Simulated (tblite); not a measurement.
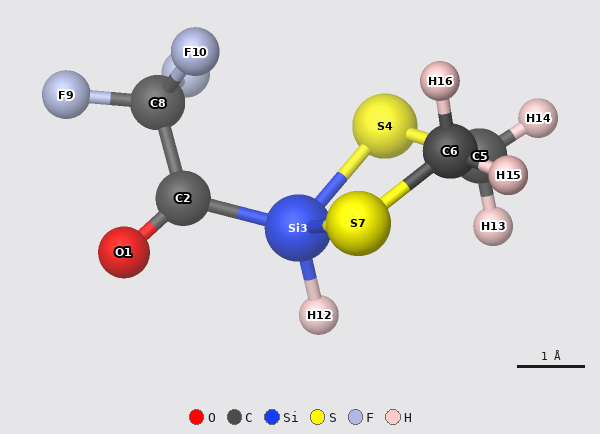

**Figure 1.** The input geometry (ball-and-stick view, seen at a tilt; atoms are numbered from 1 in the order of the input).

## Run report: C4H5F3OS2Si, geometry relaxation (part 1 of 2)

The run: geometry relaxation of C4H5F3OS2Si, SMILES O=C([SiH]1SCCS1)C(F)(F)F. Method and program: GFN2-xTB geometry optimisation, gas phase (tblite 0.8.0).

It belongs to a series of runs on one base structure; here: H on Si replaced by COCF3.

## Input file
```
{"job": {"kind": "relax", "xc": "GFN2-xTB", "basis": "xTB"}, "charge": 0, "multiplicity": 1}
O      2.914500    -0.498000    -1.244600
C      2.114700    -0.348600    -0.330500
Si     0.373000    -0.764500    -0.484500
S     -0.683900    -0.850000     1.408800
C     -2.294800    -0.325400     0.720000
C     -2.089700     0.998600     0.050700
S     -0.841900     0.882800    -1.232100
C      2.631100     0.180200     0.995900
F      3.991900     0.416700     0.901200
F      1.954600     1.368700     1.268400
F      2.445400    -0.724500     2.021900
H      0.074000    -1.916200    -1.326900
H     -2.516700    -1.111000    -0.044500
H     -3.088300    -0.350200     1.447900
H     -3.075800     1.249900    -0.435300
H     -1.915800     1.800400     0.807200
```

The first line tells a small driver script what to run in tblite; the rest is the geometry in Å.

Hardware: 1 CPU thread, shared host.

Launch command:
```bash
OMP_NUM_THREADS=1 python <driver script> task.json out
```

## Output
```
step      E/eV     max force
  0   -1022.93979    3.703
  1   -1023.28301    3.625
  2   -1023.39812    1.679
  3   -1023.46451    0.719
  4   -1023.51211    0.536
  5   -1023.52982    0.481
  6   -1023.54237    0.331
  7   -1023.55315    0.343
  8   -1023.56406    0.403
  9   -1023.57186    0.322
 10   -1023.57675    0.152
 11   -1023.57911    0.115
 12   -1023.58061    0.131
 13   -1023.58182    0.106
 14   -1023.58307    0.108
 15   -1023.58456    0.152
 16   -1023.58605    0.129
 17   -1023.58729    0.080
 18   -1023.58832    0.071
 19   -1023.58936    0.100
 20   -1023.59044    0.115
 21   -1023.59139    0.085
 22   -1023.59214    0.066
 23   -1023.59286    0.068
 24   -1023.59375    0.081
 25   -1023.59483    0.078
 26   -1023.59590    0.091
 27   -1023.59680    0.095
 28   -1023.59756    0.075
 29   -1023.59827    0.069
 30   -1023.59895    0.056
 31   -1023.59959    0.081
 32   -1023.60016    0.085
 33   -1023.60069    0.069
 34   -1023.60122    0.058
 35   -1023.60170    0.047
 36   -1023.60213    0.059
 37   -1023.60256    0.061
 38   -1023.60316    0.072
 39   -1023.60403    0.083
 40   -1023.60513    0.094
 41   -1023.60625    0.108
 42   -1023.60739    0.096
 43   -1023.60880    0.113
 44   -1023.61059    0.134
 45   -1023.61258    0.105
 46   -1023.61449    0.131
 47   -1023.61614    0.151
 48   -1023.61707    0.153
 49   -1023.61938    0.160
 50   -1023.62121    0.133
 51   -1023.62301    0.090
 52   -1023.62446    0.099
 53   -1023.62565    0.100
 54   -1023.62676    0.083
 55   -1023.62835    0.081
 56   -1023.63084    0.090
 57   -1023.63205    0.093
 58   -1023.63296    0.068
 59   -1023.63344    0.065
 60   -1023.63378    0.049
 61   -1023.63407    0.056
 62   -1023.63434    0.030
 63   -1023.63456    0.038
 64   -1023.63478    0.051
 65   -1023.63499    0.046
 66   -1023.63520    0.042
 67   -1023.63546    0.039
 68   -1023.63576    0.056
 69   -1023.63609    0.056
 70   -1023.63638    0.039
 71   -1023.63665    0.043
 72   -1023.63690    0.046
 73   -1023.63715    0.064
 74   -1023.63736    0.055
 75   -1023.63752    0.028
 76   -1023.63765    0.026
 77   -1023.63780    0.040
 78   -1023.63797    0.056
 79   -1023.63813    0.048
 80   -1023.63827    0.031
 81   -1023.63841    0.033
 82   -1023.63857    0.041
 83   -1023.63871    0.043
 84   -1023.63880    0.027
 85   -1023.63888    0.023
 86   -1023.63899    0.041
 87   -1023.63917    0.054
 88   -1023.63943    0.059
 89   -1023.63964    0.039
 90   -1023.63974    0.019
 91   -1023.63978    0.017
 92   -1023.63982    0.016
 93   -1023.63987    0.018
 94   -1023.63991    0.013
 95   -1023.63995    0.015
 96   -1023.63998    0.016
 97   -1023.64002    0.018
 98   -1023.64006    0.017
 99   -1023.64010    0.016
100   -1023.64012    0.016
101   -1023.64015    0.017
102   -1023.64019    0.015
103   -1023.64023    0.017
104   -1023.64026    0.013
105   -1023.64028    0.009
```

## Trajectory as extended XYZ (Å, eV, eV/Å), 14 of the 106 frames kept, from step=0 to step=105
```
16
Properties=species:S:1:pos:R:3:forces:R:3 step=0 energy=-1022.93979
O     2.9145   -0.4980   -1.2446   -1.1440   0.1670   1.0690
C     2.1147   -0.3486   -0.3305    3.3150  -0.1220  -1.1620
Si    0.3730   -0.7645   -0.4845   -3.6880   0.0250   0.3360
S    -0.6839   -0.8500    1.4088    0.2860  -0.3920   0.2900
C    -2.2948   -0.3254    0.7200    0.5820  -1.2470  -1.0920
C    -2.0897    0.9986    0.0507   -1.8210   0.7180   0.4760
S    -0.8419    0.8828   -1.2321    0.5610   0.2590  -0.5710
C     2.6311    0.1802    0.9959    0.8860   0.6230   0.7760
F     3.9919    0.4167    0.9012   -1.9130   0.0040   0.5630
F     1.9546    1.3687    1.2684    1.1600  -1.6110   0.1090
F     2.4454   -0.7245    2.0219    0.1640   1.4010  -1.1350
H     0.0740   -1.9162   -1.3269    0.2830  -0.0320   0.0020
H    -2.5167   -1.1110   -0.0445   -0.0860   0.5570   0.4410
H    -3.0883   -0.3502    1.4479    0.1010   0.1640   0.4510
H    -3.0758    1.2499   -0.4353    0.9600  -0.0060   0.0860
H    -1.9158    1.8004    0.8072    0.3540  -0.5080  -0.6390
16
Properties=species:S:1:pos:R:3:forces:R:3 step=8 energy=-1023.56406
O     2.8767   -0.5317   -1.2783   -0.2990  -0.0460   0.2660
C     2.1294   -0.3718   -0.3529    0.1350   0.0920  -0.0850
Si    0.2449   -0.7154   -0.4588    0.1720   0.1280   0.0610
S    -0.7042   -0.9131    1.4456    0.0100  -0.0190  -0.2290
C    -2.2784   -0.3711    0.6932   -0.0990   0.1020   0.0590
C    -2.1328    0.9852    0.0365    0.0370  -0.1070   0.0830
S    -0.8404    0.9563   -1.2603    0.1540  -0.1140  -0.0670
C     2.6635    0.1882    0.9893   -0.0300   0.0550  -0.0450
F     3.9623    0.4698    0.9713    0.0430  -0.0430  -0.0050
F     2.0153    1.3208    1.3051   -0.0780   0.0010  -0.0370
F     2.4441   -0.6733    1.9935    0.0430  -0.0460  -0.0670
H     0.1039   -1.9007   -1.3015   -0.0050   0.0550   0.0390
H    -2.5608   -1.1172   -0.0453   -0.1220  -0.0810   0.0230
H    -3.0195   -0.3442    1.4935    0.0480   0.0290  -0.0520
H    -3.0553    1.2744   -0.4637   -0.0300  -0.0060   0.0080
H    -1.8563    1.7529    0.7565    0.0210   0.0020   0.0480
16
Properties=species:S:1:pos:R:3:forces:R:3 step=16 energy=-1023.58605
O     2.8578   -0.5701   -1.2663   -0.0320  -0.0170   0.0370
C     2.1270   -0.3503   -0.3437    0.1090  -0.0060  -0.0680
Si    0.2551   -0.6872   -0.4520    0.0630   0.0030   0.0150
S    -0.7181   -0.9469    1.4201   -0.0530  -0.0140  -0.0470
C    -2.2912   -0.3797    0.6859   -0.0640   0.0500   0.0330
C    -2.1200    0.9721    0.0298   -0.0400  -0.0330   0.0360
S    -0.8336    0.9532   -1.2769    0.0130  -0.0170   0.0030
C     2.6721    0.2059    0.9840   -0.0280  -0.0060   0.0310
F     3.9717    0.4850    0.9786   -0.0240   0.0520  -0.0440
F     2.0065    1.3233    1.3152    0.0200   0.0350   0.0150
F     2.4581   -0.6810    1.9674    0.0100  -0.0430   0.0440
H     0.1241   -1.8708   -1.2885    0.0150  -0.0440  -0.0630
H    -2.6278   -1.1312   -0.0275    0.0180   0.0080  -0.0020
H    -3.0114   -0.3187    1.5008    0.0050   0.0240   0.0190
H    -3.0413    1.2756   -0.4633   -0.0430   0.0230  -0.0070
H    -1.8365    1.7296    0.7599    0.0300  -0.0160  -0.0030
16
Properties=species:S:1:pos:R:3:forces:R:3 step=24 energy=-1023.59375
O     2.8828   -0.6010   -1.2461   -0.0760  -0.0030   0.0290
C     2.1401   -0.3519   -0.3407    0.0550   0.0050  -0.0240
Si    0.2649   -0.6991   -0.4592    0.0160   0.0170   0.0130
S    -0.7455   -0.9827    1.3929   -0.0140  -0.0100   0.0130
C    -2.3210   -0.3753    0.6897    0.0190   0.0170   0.0110
C    -2.1275    0.9701    0.0293    0.0160  -0.0270   0.0420
S    -0.8413    0.9327   -1.2789   -0.0190   0.0100  -0.0480
C     2.6796    0.2198    0.9837   -0.0240   0.0000   0.0400
F     3.9731    0.5258    0.9656   -0.0120   0.0070  -0.0200
F     2.0031    1.3224    1.3372   -0.0380   0.0300  -0.0280
F     2.4870   -0.6815    1.9597    0.0440  -0.0340   0.0510
H     0.1609   -1.8663   -1.3212    0.0100  -0.0550  -0.0510
H    -2.6799   -1.1250   -0.0141   -0.0340   0.0220   0.0000
H    -3.0221   -0.2874    1.5209    0.0460  -0.0350  -0.0380
H    -3.0464    1.2956   -0.4574    0.0250   0.0150   0.0150
H    -1.8153    1.7127    0.7621   -0.0140   0.0420  -0.0060
16
Properties=species:S:1:pos:R:3:forces:R:3 step=32 energy=-1023.60016
O     2.8803   -0.6311   -1.2223   -0.0160   0.0080   0.0230
C     2.1367   -0.3655   -0.3222    0.0350  -0.0270   0.0050
Si    0.2639   -0.7197   -0.4794   -0.0040   0.0060   0.0140
S    -0.7648   -1.0309    1.3583   -0.0030  -0.0160   0.0020
C    -2.3344   -0.3692    0.6914    0.0060   0.0190   0.0110
C    -2.1202    0.9765    0.0374    0.0040  -0.0200   0.0050
S    -0.8600    0.9036   -1.2968   -0.0050   0.0270  -0.0040
C     2.6797    0.2260    0.9946   -0.0040   0.0370   0.0130
F     3.9598    0.5824    0.9468    0.0220  -0.0170  -0.0380
F     1.9755    1.3117    1.3475   -0.0840   0.0010   0.0100
F     2.5459   -0.6705    1.9846   -0.0150   0.0020  -0.0100
H     0.2089   -1.8718   -1.3690   -0.0210  -0.0110  -0.0120
H    -2.7401   -1.0972   -0.0108    0.0330   0.0110  -0.0030
H    -3.0104   -0.2792    1.5417    0.0140   0.0190  -0.0140
H    -3.0369    1.3218   -0.4394   -0.0010  -0.0040   0.0020
H    -1.7914    1.7221    0.7611    0.0400  -0.0350  -0.0030
16
Properties=species:S:1:pos:R:3:forces:R:3 step=40 energy=-1023.60513
O     2.8851   -0.6622   -1.1866   -0.0080  -0.0100  -0.0160
C     2.1254   -0.3843   -0.3034    0.0350  -0.0790  -0.0380
Si    0.2588   -0.7407   -0.4964   -0.0500  -0.0340  -0.0110
S    -0.7787   -1.0870    1.3334    0.0530   0.0390  -0.0520
C    -2.3299   -0.3650    0.6926   -0.0350   0.0310  -0.0160
C    -2.0943    0.9784    0.0434    0.0400   0.0000   0.0040
S    -0.8622    0.8869   -1.3155   -0.0050  -0.0220   0.0370
C     2.6551    0.2374    1.0012    0.0110   0.0360   0.0280
F     3.9162    0.6496    0.9114    0.0100   0.0610   0.0210
F     1.9007    1.2887    1.3560   -0.0230   0.0300   0.0160
F     2.5916   -0.6474    2.0071   -0.0430  -0.0260  -0.0250
H     0.2197   -1.8721   -1.4156   -0.0220   0.0140   0.0270
H    -2.7637   -1.0718   -0.0129   -0.0120  -0.0300   0.0080
H    -2.9915   -0.2527    1.5510   -0.0080  -0.0330  -0.0040
H    -3.0173    1.3459   -0.4066    0.0630   0.0180   0.0150
H    -1.7226    1.7053    0.7645   -0.0080   0.0050   0.0060
16
Properties=species:S:1:pos:R:3:forces:R:3 step=48 energy=-1023.61707
O     2.9071   -0.7487   -1.1282    0.0630  -0.0310   0.0320
C     2.1125   -0.4443   -0.2851   -0.0190   0.0590  -0.1400
Si    0.2553   -0.8057   -0.5444   -0.1360  -0.0490   0.0290
S    -0.7774   -1.1511    1.2915    0.0890  -0.0460  -0.0400
C    -2.3067   -0.3605    0.6913   -0.0470   0.0970  -0.0280
C    -2.0081    0.9866    0.0744    0.0410   0.0010  -0.0490
S    -0.8405    0.8537   -1.3381   -0.0070  -0.0270   0.0970
C     2.5771    0.2759    0.9983   -0.0450  -0.0260   0.0020
F     3.7704    0.8469    0.8840    0.1040   0.0300  -0.0070
F     1.7093    1.2311    1.3608   -0.1160   0.0720  -0.0670
F     2.6311   -0.5945    2.0139    0.0360  -0.1040   0.0740
H     0.1703   -1.9030   -1.5026    0.0650   0.0410   0.0920
H    -2.7787   -1.0394   -0.0171   -0.0070   0.0260  -0.0460
H    -2.9574   -0.2389    1.5561    0.0110  -0.0160   0.0380
H    -2.9129    1.4359   -0.3315   -0.0170   0.0070   0.0070
H    -1.5591    1.6649    0.8001   -0.0150  -0.0350   0.0080
```
